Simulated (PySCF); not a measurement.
Run report: C₄H₁₀AlO₄S (charge −1), geometry relaxation (part 2 of 2)

Continued. System: C₄H₁₀AlO₄S, charge −1. Method: PBE0-D3(BJ)/def2-SVP geometry optimisation, gas phase (PySCF 2.14.0). It belongs to a series of runs on one base structure; here: H on C replaced by SO3-.

Geometry of the input (Å):
```
O  -1.9827  -2.0009  -0.7598
S  -1.0804  -1.6758  0.2993
O  0.3350  -1.7416  -0.1927
O  -1.2293  -2.4297  1.5063
C  -1.3593  0.1000  0.6762
C  -1.1098  0.9104  -0.5893
C  -0.0168  1.9063  -0.1703
C  0.6188  1.2038  1.0226
O  -0.4853  0.5553  1.6962
Al 1.9287  -1.5292  -0.8493
H  -2.3868  0.1313  1.0792
H  -0.7146  0.2222  -1.3372
H  -2.0383  1.3912  -0.9749
H  -0.4914  2.8593  0.1443
H  0.6974  2.0728  -0.9572
H  1.3438  0.4789  0.6937
H  1.0549  1.8843  1.7571
H  1.7603  -0.2156  -1.8024
H  2.8691  -1.2420  0.4157
H  2.2355  -2.8656  -1.6273
```

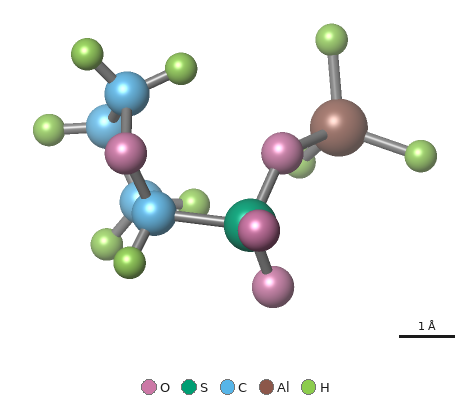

Figure 1. The geometry at step 17 of the log (ball-and-stick view, seen at a tilt).

**Trajectory as extended XYZ, continued**
```
20
Properties=species:S:1:pos:R:3:forces:R:3 step=10 energy=-29897.59259
O    -1.7487   -1.6180   -1.3739   -0.0289  -0.0640  -0.0198
S    -1.2178   -1.5909   -0.0082    0.0624   0.1321   0.0420
O     0.3103   -1.7910    0.0171   -0.0341   0.0081  -0.0108
O    -1.8583   -2.4305    0.9983    0.0109  -0.0617  -0.0017
C    -1.3939    0.1448    0.5456   -0.0016  -0.0217  -0.0150
C    -0.8087    1.1118   -0.4952   -0.0025   0.0496   0.0255
C     0.2440    1.8907    0.2991   -0.0315  -0.0246   0.0062
C     0.5195    0.9597    1.4737   -0.0455   0.0373   0.0219
O    -0.7351    0.3641    1.7531    0.0021   0.0067   0.0414
Al    1.7155   -1.6089   -1.2003   -0.0462   0.0189  -0.0097
H    -2.4797    0.2407    0.7091    0.0024   0.0138  -0.0257
H    -0.3448    0.5541   -1.3221   -0.0066   0.0013  -0.0075
H    -1.5858    1.7564   -0.9290   -0.0085   0.0050   0.0173
H    -0.1621    2.8489    0.6627   -0.0023   0.0003  -0.0025
H     1.1459    2.0953   -0.2948    0.0144   0.0001  -0.0198
H     1.2660    0.1925    1.2110    0.0284  -0.0265  -0.0166
H     0.8516    1.4787    2.3859   -0.0030  -0.0007  -0.0013
H     1.3630   -0.3236   -2.1439    0.0456  -0.0349  -0.0031
H     2.9702   -1.2829   -0.2164    0.0243   0.0007  -0.0018
H     1.8735   -2.9865   -2.0300    0.0200  -0.0399  -0.0190
20
Properties=species:S:1:pos:R:3:forces:R:3 step=11 energy=-29897.59680
O    -1.7586   -1.6301   -1.3589   -0.0172  -0.0038  -0.0300
S    -1.2052   -1.5892   -0.0027    0.0542   0.0038   0.0477
O     0.3233   -1.7742    0.0002    0.0105   0.0527  -0.0062
O    -1.8148   -2.4391    1.0139   -0.0332  -0.0437   0.0286
C    -1.3996    0.1443    0.5539    0.0076  -0.0223  -0.0461
C    -0.8333    1.1169   -0.4928    0.0110   0.0329   0.0085
C     0.2209    1.9030    0.2914   -0.0159  -0.0065   0.0144
C     0.5132    0.9750    1.4642   -0.0334   0.0197   0.0175
O    -0.7365    0.3746    1.7569    0.0138  -0.0024   0.0156
Al    1.7459   -1.6283   -1.2006   -0.0607   0.0310   0.0010
H    -2.4854    0.2274    0.7237    0.0024   0.0034  -0.0253
H    -0.3750    0.5636   -1.3258   -0.0068  -0.0039  -0.0067
H    -1.6198    1.7567   -0.9166   -0.0072  -0.0012   0.0146
H    -0.1911    2.8569    0.6596    0.0029   0.0040  -0.0050
H     1.1155    2.1163   -0.3109    0.0052  -0.0042  -0.0065
H     1.2596    0.2098    1.1939    0.0194  -0.0116  -0.0050
H     0.8519    1.4966    2.3724    0.0003  -0.0019   0.0002
H     1.4245   -0.3474   -2.1603    0.0136  -0.0161  -0.0049
H     2.9950   -1.3079   -0.2075    0.0193  -0.0046   0.0010
H     1.8940   -3.0194   -2.0119    0.0142  -0.0254  -0.0133
20
Properties=species:S:1:pos:R:3:forces:R:3 step=12 energy=-29897.59864
O    -1.7427   -1.6320   -1.3639   -0.0257   0.0018  -0.0256
S    -1.1917   -1.5892   -0.0066    0.0148   0.0008   0.0242
O     0.3376   -1.7605   -0.0046    0.0405   0.0438   0.0120
O    -1.7967   -2.4461    1.0073   -0.0108  -0.0191   0.0160
C    -1.4004    0.1423    0.5515    0.0001  -0.0160  -0.0315
C    -0.8340    1.1245   -0.4867    0.0113  -0.0015   0.0057
C     0.2138    1.9091    0.3073   -0.0010   0.0044   0.0099
C     0.5015    0.9778    1.4787   -0.0200  -0.0033   0.0000
O    -0.7489    0.3741    1.7609    0.0137  -0.0086   0.0130
Al    1.7495   -1.6362   -1.2207   -0.0295   0.0073  -0.0021
H    -2.4879    0.2177    0.7119   -0.0050   0.0036  -0.0161
H    -0.3732    0.5782   -1.3231   -0.0031   0.0000  -0.0053
H    -1.6220    1.7651   -0.9066   -0.0056  -0.0045   0.0110
H    -0.2037    2.8600    0.6774    0.0061   0.0053  -0.0071
H     1.1114    2.1286   -0.2888   -0.0015  -0.0058   0.0014
H     1.2506    0.2140    1.2090    0.0059   0.0044   0.0013
H     0.8339    1.4964    2.3908   -0.0005   0.0001   0.0006
H     1.4309   -0.3647   -2.1919   -0.0012  -0.0039  -0.0053
H     3.0115   -1.3140   -0.2426    0.0055  -0.0059  -0.0004
H     1.8851   -3.0396   -2.0174    0.0060  -0.0028  -0.0017
20
Properties=species:S:1:pos:R:3:forces:R:3 step=13 energy=-29897.60060
O    -1.7150   -1.6374   -1.3697   -0.0201   0.0125  -0.0273
S    -1.1641   -1.5883   -0.0125   -0.0714  -0.0237   0.0045
O     0.3674   -1.7255   -0.0127    0.0905   0.0217   0.0209
O    -1.7529   -2.4622    0.9969    0.0147   0.0104   0.0134
C    -1.4039    0.1371    0.5484   -0.0080  -0.0028  -0.0067
C    -0.8310    1.1315   -0.4752    0.0012  -0.0232   0.0055
C     0.2062    1.9121    0.3368    0.0048   0.0144   0.0090
C     0.4774    0.9773    1.5094    0.0025  -0.0183  -0.0118
O    -0.7765    0.3721    1.7707    0.0060  -0.0158   0.0000
Al    1.7515   -1.6362   -1.2634    0.0115  -0.0137  -0.0049
H    -2.4949    0.2000    0.6882   -0.0032   0.0020  -0.0038
H    -0.3656    0.5951   -1.3157    0.0025   0.0075  -0.0016
H    -1.6189    1.7749   -0.8910   -0.0027  -0.0049   0.0021
H    -0.2179    2.8608    0.7048    0.0087   0.0070  -0.0078
H     1.1121    2.1366   -0.2449   -0.0063  -0.0113   0.0033
H     1.2300    0.2140    1.2465   -0.0053   0.0177   0.0083
H     0.7969    1.4926    2.4280   -0.0050   0.0022   0.0013
H     1.4199   -0.3841   -2.2534   -0.0095   0.0051  -0.0052
H     3.0379   -1.3045   -0.3191   -0.0080  -0.0036  -0.0019
H     1.8660   -3.0601   -2.0303   -0.0030   0.0167   0.0029
20
Properties=species:S:1:pos:R:3:forces:R:3 step=14 energy=-29897.60186
O    -1.6882   -1.6477   -1.3724   -0.0040   0.0079  -0.0067
S    -1.1324   -1.5908   -0.0171   -0.1019  -0.0296  -0.0146
O     0.4027   -1.6873   -0.0242    0.0884   0.0033   0.0197
O    -1.6962   -2.4818    0.9918    0.0302   0.0279  -0.0022
C    -1.4072    0.1272    0.5461   -0.0039   0.0113   0.0160
C    -0.8272    1.1330   -0.4627   -0.0086  -0.0274   0.0058
C     0.1969    1.9123    0.3678   -0.0003   0.0178   0.0084
C     0.4494    0.9772    1.5446    0.0135  -0.0219  -0.0151
O    -0.8064    0.3662    1.7816   -0.0008  -0.0154  -0.0132
Al    1.7537   -1.6271   -1.3127    0.0325  -0.0221  -0.0040
H    -2.5014    0.1764    0.6639   -0.0030   0.0001   0.0045
H    -0.3534    0.6069   -1.3052    0.0038   0.0086   0.0007
H    -1.6147    1.7772   -0.8779   -0.0009  -0.0041  -0.0031
H    -0.2338    2.8607    0.7286    0.0097   0.0068  -0.0045
H     1.1124    2.1387   -0.1980   -0.0069  -0.0139   0.0022
H     1.2090    0.2171    1.2937   -0.0072   0.0168   0.0090
H     0.7503    1.4928    2.4693   -0.0110   0.0025   0.0015
H     1.3974   -0.3955   -2.3189   -0.0094   0.0094  -0.0032
H     3.0640   -1.2818   -0.4061   -0.0127   0.0003  -0.0018
H     1.8495   -3.0682   -2.0504   -0.0076   0.0219   0.0007
20
Properties=species:S:1:pos:R:3:forces:R:3 step=15 energy=-29897.60238
O    -1.6482   -1.6640   -1.3788    0.0155   0.0042   0.0208
S    -1.0857   -1.5962   -0.0263   -0.0772  -0.0442  -0.0276
O     0.4537   -1.6350   -0.0430    0.0433  -0.0086   0.0048
O    -1.6099   -2.5120    0.9813    0.0217   0.0387  -0.0151
C    -1.4120    0.1089    0.5443    0.0008   0.0188   0.0275
C    -0.8270    1.1317   -0.4442   -0.0144  -0.0139   0.0021
C     0.1797    1.9101    0.4093   -0.0070   0.0141   0.0045
C     0.4098    0.9743    1.5904    0.0190  -0.0136  -0.0059
O    -0.8454    0.3513    1.7955   -0.0083  -0.0101  -0.0233
Al    1.7614   -1.6048   -1.3777    0.0345  -0.0169   0.0002
H    -2.5095    0.1369    0.6356   -0.0007  -0.0064   0.0086
H    -0.3404    0.6214   -1.2893    0.0019   0.0064   0.0025
H    -1.6152    1.7753   -0.8591   -0.0005  -0.0017  -0.0030
H    -0.2584    2.8586    0.7607    0.0074   0.0037   0.0004
H     1.1066    2.1378   -0.1367   -0.0038  -0.0133   0.0000
H     1.1810    0.2213    1.3561   -0.0024   0.0098   0.0070
H     0.6834    1.4907    2.5232   -0.0125   0.0016   0.0021
H     1.3670   -0.3965   -2.3979   -0.0022   0.0104   0.0009
H     3.0980   -1.2414   -0.5185   -0.0082   0.0034  -0.0014
H     1.8356   -3.0627   -2.0831   -0.0070   0.0175  -0.0051
20
Properties=species:S:1:pos:R:3:forces:R:3 step=16 energy=-29897.60260
O    -1.6272   -1.6721   -1.3865    0.0239  -0.0059   0.0257
S    -1.0621   -1.6026   -0.0351   -0.0224  -0.0159  -0.0231
O     0.4795   -1.6138   -0.0554   -0.0141  -0.0153  -0.0048
O    -1.5676   -2.5305    0.9704    0.0115   0.0216  -0.0157
C    -1.4146    0.0944    0.5441    0.0067   0.0154   0.0207
C    -0.8326    1.1283   -0.4339   -0.0089  -0.0022  -0.0025
C     0.1658    1.9077    0.4291   -0.0094   0.0065   0.0006
C     0.3900    0.9710    1.6110    0.0096  -0.0066   0.0000
O    -0.8616    0.3360    1.8011   -0.0046  -0.0025  -0.0172
Al    1.7723   -1.5853   -1.4056    0.0202  -0.0042   0.0034
H    -2.5130    0.1093    0.6261   -0.0003  -0.0094   0.0075
H    -0.3389    0.6282   -1.2808   -0.0009   0.0032   0.0003
H    -1.6233    1.7695   -0.8478   -0.0009   0.0010   0.0013
H    -0.2753    2.8559    0.7773    0.0035   0.0013   0.0024
H     1.0965    2.1364   -0.1098   -0.0008  -0.0083  -0.0008
H     1.1705    0.2258    1.3841    0.0010   0.0013   0.0035
H     0.6478    1.4884    2.5477   -0.0103  -0.0004   0.0021
H     1.3627   -0.3797   -2.4236    0.0010   0.0099   0.0040
H     3.1165   -1.2177   -0.5611   -0.0021   0.0019  -0.0004
H     1.8392   -3.0436   -2.1094   -0.0028   0.0088  -0.0071
20
Properties=species:S:1:pos:R:3:forces:R:3 step=17 energy=-29897.60295
O    -1.5923   -1.6824   -1.4090    0.0201  -0.0155   0.0143
S    -1.0295   -1.6165   -0.0568    0.1016   0.0347  -0.0069
O     0.5149   -1.5912   -0.0759   -0.1041  -0.0198  -0.0215
O    -1.5119   -2.5657    0.9388   -0.0181  -0.0175   0.0022
C    -1.4198    0.0650    0.5443    0.0057  -0.0036  -0.0088
C    -0.8514    1.1203   -0.4176    0.0071   0.0158  -0.0111
C     0.1382    1.9003    0.4556   -0.0057  -0.0107  -0.0033
C     0.3629    0.9589    1.6345   -0.0075   0.0116   0.0142
O    -0.8789    0.3000    1.8066    0.0007   0.0102   0.0027
Al    1.8003   -1.5398   -1.4343   -0.0195   0.0263   0.0091
H    -2.5188    0.0576    0.6206    0.0012  -0.0120   0.0007
H    -0.3492    0.6392   -1.2704   -0.0070  -0.0039  -0.0058
H    -1.6494    1.7564   -0.8254   -0.0031   0.0053   0.0124
H    -0.3053    2.8471    0.8042   -0.0050  -0.0037   0.0034
H     1.0708    2.1311   -0.0785    0.0046   0.0038  -0.0007
H     1.1596    0.2298    1.4145    0.0059  -0.0116  -0.0049
H     0.5977    1.4758    2.5776    0.0000  -0.0023   0.0020
H     1.3775   -0.3198   -2.4313    0.0045   0.0067   0.0084
H     3.1457   -1.1769   -0.5921    0.0109  -0.0046   0.0020
H     1.8635   -2.9838   -2.1639    0.0079  -0.0093  -0.0083
20
Properties=species:S:1:pos:R:3:forces:R:3 step=18 energy=-29897.60372
O    -1.5681   -1.6900   -1.4313    0.0047  -0.0197  -0.0188
S    -1.0110   -1.6317   -0.0771    0.1547   0.0788   0.0176
O     0.5338   -1.5873   -0.0908   -0.1264  -0.0263  -0.0236
O    -1.4847   -2.5959    0.9072   -0.0287  -0.0496   0.0222
C    -1.4239    0.0377    0.5439    0.0035  -0.0150  -0.0329
C    -0.8732    1.1106   -0.4079    0.0191   0.0197  -0.0131
C     0.1139    1.8911    0.4677    0.0050  -0.0193  -0.0045
C     0.3486    0.9450    1.6417   -0.0194   0.0182   0.0149
O    -0.8828    0.2654    1.8065    0.0013   0.0186   0.0231
Al    1.8286   -1.4922   -1.4382   -0.0414   0.0438   0.0076
H    -2.5225    0.0134    0.6238    0.0025  -0.0124  -0.0047
H    -0.3690    0.6454   -1.2680   -0.0115  -0.0066  -0.0090
H    -1.6801    1.7422   -0.8054   -0.0040   0.0072   0.0195
H    -0.3305    2.8354    0.8215   -0.0116  -0.0055   0.0014
H     1.0441    2.1257   -0.0689    0.0054   0.0124   0.0015
H     1.1579    0.2303    1.4215    0.0055  -0.0155  -0.0089
H     0.5706    1.4606    2.5887    0.0077  -0.0043   0.0003
H     1.4055   -0.2452   -2.4027    0.0035   0.0023   0.0102
H     3.1655   -1.1438   -0.5777    0.0164  -0.0100   0.0029
H     1.9020   -2.9114   -2.2127    0.0138  -0.0171  -0.0056
20
Properties=species:S:1:pos:R:3:forces:R:3 step=19 energy=-29897.60557
O    -1.5308   -1.7017   -1.4659   -0.0219  -0.0071  -0.0527
S    -0.9861   -1.6536   -0.1070    0.1451   0.0770   0.0394
O     0.5567   -1.5868   -0.1091   -0.0797  -0.0303  -0.0192
O    -1.4526   -2.6398    0.8586   -0.0335  -0.0554   0.0428
C    -1.4291   -0.0016    0.5407   -0.0038  -0.0190  -0.0447
C    -0.9057    1.0970   -0.3966    0.0243   0.0103  -0.0119
C     0.0808    1.8759    0.4810    0.0188  -0.0205  -0.0027
C     0.3320    0.9212    1.6455   -0.0188   0.0195   0.0102
O    -0.8856    0.2161    1.8035   -0.0082   0.0228   0.0333
Al    1.8669   -1.4183   -1.4334   -0.0429   0.0491   0.0004
H    -2.5265   -0.0499    0.6269    0.0039  -0.0110  -0.0106
H    -0.4041    0.6551   -1.2704   -0.0146  -0.0055  -0.0090
H    -1.7264    1.7235   -0.7730   -0.0047   0.0070   0.0217
H    -0.3661    2.8147    0.8458   -0.0157  -0.0059  -0.0020
H     1.0059    2.1195   -0.0607    0.0034   0.0155   0.0054
H     1.1555    0.2243    1.4200    0.0016  -0.0110  -0.0098
H     0.5423    1.4317    2.5979    0.0153  -0.0046  -0.0013
H     1.4419   -0.1303   -2.3430    0.0014  -0.0031   0.0085
H     3.1899   -1.0951   -0.5423    0.0159  -0.0125   0.0010
H     1.9654   -2.7964   -2.2767    0.0141  -0.0153   0.0011
20
Properties=species:S:1:pos:R:3:forces:R:3 step=20 energy=-29897.60763
O    -1.5233   -1.7143   -1.4759   -0.0261  -0.0019  -0.0548
S    -0.9817   -1.6691   -0.1155    0.0457   0.0589   0.0325
O     0.5585   -1.6037   -0.1154   -0.0026  -0.0286   0.0053
O    -1.4526   -2.6582    0.8458   -0.0024  -0.0351   0.0256
C    -1.4299   -0.0207    0.5378   -0.0011  -0.0089  -0.0245
C    -0.9233    1.0868   -0.3983    0.0174  -0.0072  -0.0047
C     0.0668    1.8673    0.4736    0.0201  -0.0087  -0.0017
C     0.3324    0.9113    1.6339   -0.0090   0.0057  -0.0027
O    -0.8789    0.1968    1.7979   -0.0140   0.0212   0.0279
Al    1.8853   -1.3772   -1.4122   -0.0165   0.0290  -0.0095
H    -2.5261   -0.0780    0.6322    0.0021  -0.0100  -0.0105
H    -0.4288    0.6530   -1.2802   -0.0129   0.0001  -0.0052
H    -1.7528    1.7103   -0.7602   -0.0023   0.0046   0.0155
H    -0.3827    2.8023    0.8449   -0.0122  -0.0029  -0.0034
H     0.9861    2.1178   -0.0752   -0.0009   0.0097   0.0073
H     1.1599    0.2210    1.4012   -0.0053  -0.0029  -0.0050
H     0.5460    1.4207    2.5862    0.0123  -0.0051  -0.0024
H     1.4598   -0.0640   -2.2842   -0.0016  -0.0046   0.0038
H     3.1949   -1.0712   -0.4944    0.0043  -0.0076  -0.0006
H     2.0149   -2.7254   -2.3001    0.0049  -0.0056   0.0068
20
Properties=species:S:1:pos:R:3:forces:R:3 step=21 energy=-29897.60916
O    -1.4823   -1.7251   -1.5000   -0.0161   0.0151  -0.0180
S    -0.9481   -1.6813   -0.1360   -0.0456  -0.0147   0.0118
O     0.5890   -1.5869   -0.1287    0.0591  -0.0191   0.0076
O    -1.4037   -2.6909    0.8125    0.0008   0.0118   0.0141
C    -1.4336   -0.0497    0.5317    0.0032   0.0015   0.0049
C    -0.9439    1.0801   -0.3868    0.0051  -0.0167  -0.0011
C     0.0432    1.8550    0.4940    0.0129   0.0022  -0.0020
C     0.3110    0.8900    1.6463    0.0063   0.0002  -0.0042
O    -0.8962    0.1657    1.7988   -0.0221   0.0085   0.0045
Al    1.9082   -1.3207   -1.4249    0.0138   0.0106  -0.0122
H    -2.5288   -0.1313    0.6176    0.0013  -0.0077  -0.0089
H    -0.4550    0.6683   -1.2822   -0.0059   0.0039  -0.0021
H    -1.7835    1.7029   -0.7261   -0.0012   0.0015   0.0056
H    -0.4126    2.7836    0.8733   -0.0038  -0.0004  -0.0038
H     0.9620    2.1165   -0.0507   -0.0012  -0.0004   0.0054
H     1.1432    0.2067    1.4095   -0.0064   0.0054   0.0000
H     0.5188    1.3912    2.6041    0.0061  -0.0029  -0.0017
H     1.4632    0.0046   -2.2667   -0.0009  -0.0017  -0.0031
H     3.2194   -1.0218   -0.5059   -0.0030  -0.0009  -0.0035
H     2.0541   -2.6513   -2.3380   -0.0025   0.0039   0.0066
20
Properties=species:S:1:pos:R:3:forces:R:3 step=22 energy=-29897.60942
O    -1.4894   -1.7267   -1.4904   -0.0025   0.0064   0.0043
S    -0.9507   -1.6791   -0.1278   -0.0476  -0.0092  -0.0038
O     0.5871   -1.5883   -0.1256    0.0380  -0.0207   0.0095
O    -1.4066   -2.6827    0.8272    0.0128   0.0169  -0.0043
C    -1.4330   -0.0436    0.5321    0.0050   0.0039   0.0140
C    -0.9381    1.0814   -0.3894    0.0012  -0.0127   0.0002
C     0.0495    1.8563    0.4911    0.0043   0.0040  -0.0014
C     0.3118    0.8937    1.6464    0.0080  -0.0028  -0.0021
O    -0.8996    0.1766    1.8003   -0.0151   0.0051  -0.0023
Al    1.9025   -1.3295   -1.4280    0.0142   0.0010  -0.0083
H    -2.5285   -0.1231    0.6144   -0.0009  -0.0053  -0.0061
H    -0.4499    0.6654   -1.2832   -0.0032   0.0042  -0.0024
H    -1.7756    1.7059   -0.7308   -0.0003   0.0013   0.0028
H    -0.4064    2.7863    0.8672    0.0005   0.0012  -0.0020
H     0.9699    2.1156   -0.0516   -0.0008  -0.0028   0.0029
H     1.1401    0.2051    1.4111   -0.0047   0.0039   0.0005
H     0.5232    1.3960    2.6028    0.0010  -0.0012  -0.0006
H     1.4534   -0.0127   -2.2802   -0.0010   0.0001  -0.0028
H     3.2165   -1.0225   -0.5156   -0.0051   0.0023  -0.0014
H     2.0483   -2.6687   -2.3282   -0.0038   0.0045   0.0032
20
Properties=species:S:1:pos:R:3:forces:R:3 step=23 energy=-29897.60973
O    -1.4896   -1.7290   -1.4857    0.0062   0.0008   0.0209
S    -0.9483   -1.6786   -0.1239   -0.0220  -0.0080  -0.0090
O     0.5906   -1.5894   -0.1248    0.0054  -0.0092   0.0019
O    -1.4024   -2.6789    0.8354    0.0100   0.0096  -0.0132
C    -1.4329   -0.0421    0.5316    0.0046   0.0050   0.0144
C    -0.9344    1.0815   -0.3893    0.0000  -0.0028   0.0002
C     0.0537    1.8544    0.4928   -0.0041   0.0032  -0.0003
C     0.3087    0.8927    1.6503    0.0065  -0.0024   0.0012
O    -0.9069    0.1820    1.8022   -0.0075  -0.0014  -0.0069
Al    1.8990   -1.3278   -1.4348    0.0082  -0.0058  -0.0016
H    -2.5286   -0.1233    0.6077   -0.0008  -0.0015  -0.0036
H    -0.4471    0.6652   -1.2834   -0.0012   0.0033  -0.0023
H    -1.7704    1.7082   -0.7304    0.0002   0.0014   0.0013
H    -0.4011    2.7862    0.8660    0.0039   0.0019  -0.0009
H     0.9768    2.1105   -0.0468    0.0008  -0.0043  -0.0010
H     1.1336    0.1995    1.4175   -0.0004   0.0011   0.0000
H     0.5212    1.3948    2.6065   -0.0031   0.0007   0.0005
H     1.4399   -0.0177   -2.2915    0.0000   0.0009  -0.0012
H     3.2154   -1.0117   -0.5294   -0.0033   0.0054   0.0009
H     2.0474   -2.6709   -2.3283   -0.0033   0.0022  -0.0012
```

**Summary**

| quantity | value |
| --- | --- |
| outcome | converged |
| total energy | −1098.716901 hartree |
| point group | C1 |
| hardware | 1 CPU thread, shared host |
| wall time | 17 min |
| peak memory | 0.95 GiB |
